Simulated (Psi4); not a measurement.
AlNHO$_{3}$ (charge −1): interaction calculation (part 2 of 2)

Continued. System: AlNHO$_{3}$, charge −1. Method: SAPT0/cc-pVDZ, RHF (Psi4 1.11). 

Geometry of the input (Å):
```
O  0.2958  0.5203  1.0804
N  -0.0060  -0.0034  0.0031
O  0.4679  -1.1017  -0.3034
O  -0.7577  0.5848  -0.7801
Al 0.3472  4.5597  -3.2920
H  -0.0214  6.1122  -3.0531
```

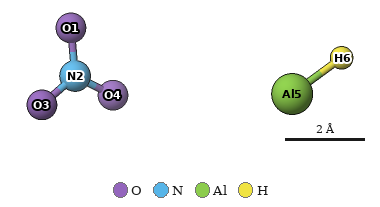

Figure 1. The structure as given in the input (ball-and-stick view, seen at a tilt; atoms are numbered from 1 in the order of the input). Sticks mark near contacts.

**What the program printed, continued**
```
 ------------------------------------------------------------------------------------

 L = 1.  Multiply by 2.5417464519 to convert [e a0] to [Debye]
 Dipole X            :         -0.0246139            0.0114328           -0.0131810
 Dipole Y            :         -0.0282673            0.0065762           -0.0216910
 Dipole Z            :          0.0229180           -0.0060849            0.0168331
 Magnitude           :                                                    0.0304564

 ------------------------------------------------------------------------------------

	total time  =          0 seconds =       0.00 minutes

  //>>>>>>>>>>>>>>>>>>>>>>>>>>>>>>>>>>>//
  //            Monomer B HF           //
  //<<<<<<<<<<<<<<<<<<<<<<<<<<<<<<<<<<<//

  ==> Geometry <==

    Molecular point group: c1
    Full point group: C1

    Geometry (in Angstrom), charge = 0, multiplicity = 1:

       Center              X                  Y                   Z               Mass
    ------------   -----------------  -----------------  -----------------  -----------------
      Gh(O)           0.295750000000     0.520330000000     1.080370000000    15.994914619570
      Gh(N)          -0.005970000000    -0.003400000000     0.003140000000    14.003074004430
      Gh(O)           0.467940000000    -1.101740000000    -0.303400000000    15.994914619570
      Gh(O)          -0.757710000000     0.584820000000    -0.780120000000    15.994914619570
         AL           0.347150000000     4.559670000000    -3.292010000000    26.981538530000
         H           -0.021360000000     6.112220000000    -3.053140000000     1.007825032230

  Running in c1 symmetry.

  Rotational constants: A =      0.31540  B =      0.01795  C =      0.01754 [cm^-1]
  Rotational constants: A =   9455.33103  B =    538.09752  C =    525.86347 [MHz]
  Nuclear repulsion =    4.263682709385496

  Charge       = 0
  Multiplicity = 1
  Electrons    = 14
  Nalpha       = 7
  Nbeta        = 7

  ==> Iterations <==

                           Total Energy        Delta E     RMS |[F,P]|

   @DF-RHF iter SAD:  -241.91127927051525   -2.41911e+02   0.00000e+00
   @DF-RHF iter   1:  -242.45120739523892   -5.39928e-01   6.04113e-04 ADIIS/DIIS
   @DF-RHF iter   2:  -242.45339120952039   -2.18381e-03   1.19395e-04 ADIIS/DIIS
   @DF-RHF iter   3:  -242.45351722965276   -1.26020e-04   1.75571e-05 DIIS
   @DF-RHF iter   4:  -242.45352149178359   -4.26213e-06   2.40346e-06 DIIS
   @DF-RHF iter   5:  -242.45352158584342   -9.40598e-08   3.48553e-07 DIIS
   @DF-RHF iter   6:  -242.45352158762893   -1.78551e-09   3.52350e-08 DIIS
   @DF-RHF iter   7:  -242.45352158764175   -1.28182e-11   2.78512e-09 DIIS
  Energy and wave function converged.

  ==> Post-Iterations <==

    Orbital Energies [Eh]
    ---------------------

    Doubly Occupied:

       1A    -58.488748     2A     -4.900024     3A     -3.209482
       4A     -3.209480     5A     -3.207535     6A     -0.502292
       7A     -0.285807

    Virtual:

       8A      0.032264     9A      0.032419    10A      0.159261
      11A      0.243084    12A      0.277663    13A      0.355148
      14A      0.368419    15A      0.368845    16A      0.379862
      17A      0.397116    18A      0.419819    19A      0.419826
      20A      0.423875    21A      0.423894    22A      0.503143
      23A      0.551614    24A      0.632695    25A      0.640275
      26A      0.641857    27A      0.747410    28A      0.752948
      29A      0.899790    30A      0.944278    31A      0.982072
      32A      0.984675    33A      1.005472    34A      1.181973
      35A      1.262017    36A      1.264244    37A      1.694060
      38A      1.694065    39A      2.003754    40A      2.060541
      41A      2.914114    42A      2.915053    43A      2.965194
      44A      3.140252    45A      3.141066    46A      3.229029
      47A      3.230767    48A      3.327526    49A      3.673477
      50A      3.674092    51A      3.864498    52A      4.151918
      53A      4.153087    54A      4.156494    55A      4.162492
      56A      4.163836    57A      4.227177    58A      4.231820
      59A      4.690468    60A      4.828983    61A      4.830689
      62A      4.973689    63A      4.997649    64A      4.998658
      65A      5.288128    66A      5.289607    67A      5.390435
      68A      5.409091    69A      5.412568    70A      5.507681
      71A      5.749068    72A      5.750465    73A      6.174943
      74A      7.134658    75A      7.137217    76A     25.468759
      77A     33.369143    78A     33.490215    79A     33.491646

    Final Occupation by Irrep:
              A
    DOCC [     7 ]
    NA   [     7 ]
    NB   [     7 ]

  @DF-RHF Final Energy:  -242.45352158764175

   => Energetics <=

    Nuclear Repulsion Energy =              4.2636827093854963
    One-Electron Energy =                -345.8276737836623624
    Two-Electron Energy =                  99.1104694866351537
    Total Energy =                       -242.4535215876417169

Computation Completed

Properties will be evaluated at   0.000000,   0.000000,   0.000000 [a0]

Properties computed using the SCF density matrix

 Multipole Moments:

 ------------------------------------------------------------------------------------
     Multipole            Electronic (a.u.)      Nuclear  (a.u.)        Total (a.u.)
 ------------------------------------------------------------------------------------

 L = 1.  Multiply by 2.5417464519 to convert [e a0] to [Debye]
 Dipole X            :         -8.5202502            8.4878750           -0.0323752
 Dipole Y            :       -123.4274062          123.5652796            0.1378734
 Dipole Z            :         86.6631501          -86.6425634            0.0205868
 Magnitude           :                                                    0.1431120

 ------------------------------------------------------------------------------------

	total time  =          1 seconds =       0.02 minutes
  Constructing Basis Sets for SAPT...

   => Loading Basis Set <=

    Name: (CC-PVDZ AUX)
    Role: RIFIT
    Keyword: DF_BASIS_SAPT

   => Loading Basis Set <=

    Name: (CC-PVDZ AUX)
    Role: JKFIT
    Keyword: DF_BASIS_ELST

  //>>>>>>>>>>>>>>>>>>>>>>>>>>>>>>>>>>>//
  //               SAPT0               //
  //<<<<<<<<<<<<<<<<<<<<<<<<<<<<<<<<<<<//

        SAPT0
     6 June 2009

      Orbital Information
  --------------------------
    NSO        =        79
    NMO        =        79
    NRI        =       314
    NRI (Elst) =       415
    NOCC A     =        16
    NOCC B     =         7
    FOCC A     =         4
    FOCC B     =         5
    NVIR A     =        63
    NVIR B     =        72

    Elst10,r            =     0.001600697123 [Eh]
    Exch10              =     0.000184691550 [Eh]
    Exch10 (S^2)        =     0.000184662683 [Eh]

    Maxiter = 50
    CPHF R converge = 1.000000E-08

    Iter     Energy [mEh]          dE [mEh]         Residual      Time [s]
       1      -0.00947114       0.009471138     8.795723e-04             0
       2      -0.00965717       0.000186027     2.441283e-04             0
       3      -0.01054633       0.000889161     9.086721e-05             0
       4      -0.01059846       0.000052133     4.360232e-05             0
       5      -0.01053526      -0.000063197     8.672097e-06             0
       6      -0.01054306       0.000007800     3.073525e-06             0
       7      -0.01054487       0.000001806     1.056803e-06             0
       8      -0.01054467      -0.000000202     3.833628e-07             0
       9      -0.01054439      -0.000000279     1.066584e-07             0
      10      -0.01054440       0.000000016     4.596485e-08             0
      11      -0.01054443       0.000000026     1.405287e-08             0
      12      -0.01054442      -0.000000006     6.700626e-09             0

    CHF Iterations converged

    Maxiter = 50
    CPHF R converge = 1.000000E-08

    Iter     Energy [mEh]          dE [mEh]         Residual      Time [s]
       1      -1.37051009       1.370510094     5.517513e-03             0
       2      -2.00361557       0.633105481     1.863108e-03             0
       3      -1.96357319      -0.040042383     5.178569e-04             0
       4      -1.97574393       0.012170743     8.573081e-05             0
       5      -1.97485149      -0.000892444     1.174820e-05             0
       6      -1.97491237       0.000060881     1.274715e-06             0
       7      -1.97490893      -0.000003441     1.720816e-07             0
       8      -1.97490918       0.000000254     1.566044e-08             0
       9      -1.97490917      -0.000000015     2.492358e-09             0

    CHF Iterations converged

    Ind20,r (A<-B)      =    -0.000010544422 [Eh]
    Ind20,r (B<-A)      =    -0.001974909169 [Eh]
    Ind20,r             =    -0.001985453591 [Eh]
    Exch-Ind20,r (A<-B) =     0.000003301156 [Eh]
    Exch-Ind20,r (B<-A) =     0.000043356840 [Eh]
    Exch-Ind20,r        =     0.000046657996 [Eh]
    Disp20              =    -0.000264035427 [Eh]
    Disp20 (SS)         =    -0.000132017713 [Eh]
    Disp20 (OS)         =    -0.000132017713 [Eh]
    Exch-Disp20         =     0.000023770039 [Eh]
    Exch-Disp20 (SS)    =     0.000011878214 [Eh]
    Exch-Disp20 (OS)    =     0.000011891826 [Eh]

    SAPT Results
  --------------------------------------------------------------------------------------------------------
    Electrostatics                  1.60069712 [mEh]       1.00445261 [kcal/mol]       4.20262972 [kJ/mol]
      Elst10,r                      1.60069712 [mEh]       1.00445261 [kcal/mol]       4.20262972 [kJ/mol]

    Exchange                        0.18469155 [mEh]       0.11589570 [kcal/mol]       0.48490760 [kJ/mol]
      Exch10                        0.18469155 [mEh]       0.11589570 [kcal/mol]       0.48490760 [kJ/mol]
      Exch10(S^2)                   0.18466268 [mEh]       0.11587758 [kcal/mol]       0.48483181 [kJ/mol]

    Induction                      -1.93564847 [mEh]      -1.21463775 [kcal/mol]      -5.08204435 [kJ/mol]
      Ind20,r                      -1.98545359 [mEh]      -1.24589094 [kcal/mol]      -5.21280768 [kJ/mol]
      Exch-Ind20,r                  0.04665800 [mEh]       0.02927833 [kcal/mol]       0.12250055 [kJ/mol]
      delta HF,r (2)                0.00314713 [mEh]       0.00197485 [kcal/mol]       0.00826278 [kJ/mol]

    Dispersion                     -0.24026539 [mEh]      -0.15076881 [kcal/mol]      -0.63081669 [kJ/mol]
      Disp20                       -0.26403543 [mEh]      -0.16568473 [kcal/mol]      -0.69322492 [kJ/mol]
      Exch-Disp20                   0.02377004 [mEh]       0.01491592 [kcal/mol]       0.06240823 [kJ/mol]
      Disp20 (SS)                  -0.13201771 [mEh]      -0.08284237 [kcal/mol]      -0.34661246 [kJ/mol]
      Disp20 (OS)                  -0.13201771 [mEh]      -0.08284237 [kcal/mol]      -0.34661246 [kJ/mol]
      Exch-Disp20 (SS)              0.01187821 [mEh]       0.00745369 [kcal/mol]       0.03118625 [kJ/mol]
      Exch-Disp20 (OS)              0.01189183 [mEh]       0.00746223 [kcal/mol]       0.03122198 [kJ/mol]

  Total HF                         -0.15025979 [mEh]      -0.09428944 [kcal/mol]      -0.39450703 [kJ/mol]
  Total SAPT0                      -0.39052518 [mEh]      -0.24505825 [kcal/mol]      -1.02532372 [kJ/mol]

  Special recipe for scaled SAPT0 (see Manual):
    Electrostatics sSAPT0           1.60069712 [mEh]       1.00445261 [kcal/mol]       4.20262972 [kJ/mol]
    Exchange sSAPT0                 0.18469155 [mEh]       0.11589570 [kcal/mol]       0.48490760 [kJ/mol]
    Induction sSAPT0               -1.93562658 [mEh]      -1.21462402 [kcal/mol]      -5.08198689 [kJ/mol]
    Dispersion sSAPT0              -0.24025424 [mEh]      -0.15076181 [kcal/mol]      -0.63078742 [kJ/mol]
  Total sSAPT0                     -0.39049215 [mEh]      -0.24503752 [kcal/mol]      -1.02523699 [kJ/mol]
  --------------------------------------------------------------------------------------------------------

	total time  =          1 seconds =       0.02 minutes

Warning! sapt0 does not have an associated derived wavefunction. The returned wavefunction is the dimer SCF wavefunction.

[set-up sections that repeat, and orbital energies of the middle runs, are left out above]
```

**Summary**

```tsv
quantity	value
outcome	converged
SCF energy	−521.387612 hartree
basis functions	79
wall time	4.5 s
peak memory	0.27 GiB
```
